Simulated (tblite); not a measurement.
# C5H13BrSi2: the cost of one run

The runs use tblite 0.8.0 and PySCF 2.14.0, with density-fitted response routines of our own; the level of theory stands in each step. All values are computed, except where a source is named. Atoms count from 0, in the outputs and in this text.

**1. Starting geometry**

21 atoms, charge 0, multiplicity 1; geometry from: force field or distance geometry start.

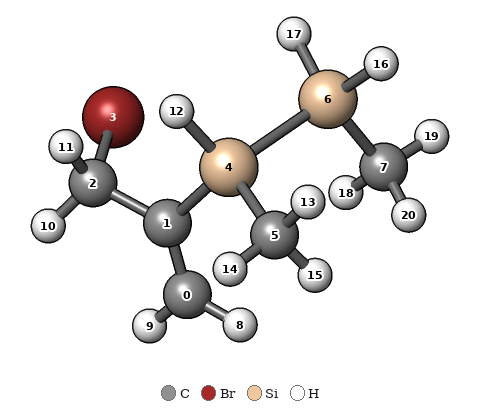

The starting geometry (carbon grey, bromine red, silicon light orange, hydrogen white), atoms numbered.

**2. Optimising the geometry with GFN2-xTB**

Job settings and geometry (Å):

```
{"job": {"kind": "relax", "xc": "GFN2-xTB", "basis": "xTB"}, "charge": 0, "multiplicity": 1}
C     -1.514900     0.624000    -1.536000
C     -1.460200    -0.019000    -0.367500
C     -2.600700    -0.034000     0.611000
Br    -2.374700     1.410900     1.895900
Si     0.033800    -1.058800     0.136500
C      0.791400    -1.901900    -1.339500
Si     1.647700     0.290000     1.124600
C      2.035900     1.710900     0.015000
H     -0.709500     0.621300    -2.259900
H     -2.409900     1.200000    -1.805100
H     -3.565100     0.172800     0.105900
H     -2.719000    -0.969400     1.165800
H     -0.425700    -2.090700     1.104400
H      1.633000    -2.544500    -1.035600
H      0.059400    -2.523400    -1.846400
H      1.178000    -1.178700    -2.052500
H      2.876600    -0.517300     1.361700
H      1.169500     0.774400     2.447700
H      1.148000     2.336500    -0.151000
H      2.814100     2.344200     0.447700
H      2.383500     1.369600    -0.961100
```

The run is started by

```sh
OMP_NUM_THREADS=1 python probes_run.py task.json out
```

The driver reads the jobs from task.json and runs them one after another.

Q: Estimate the wall time and peak memory of this first job on 1 thread of Arm Neoverse N1, shared host.

About 3.2 s, with a peak of 0.18 GiB.
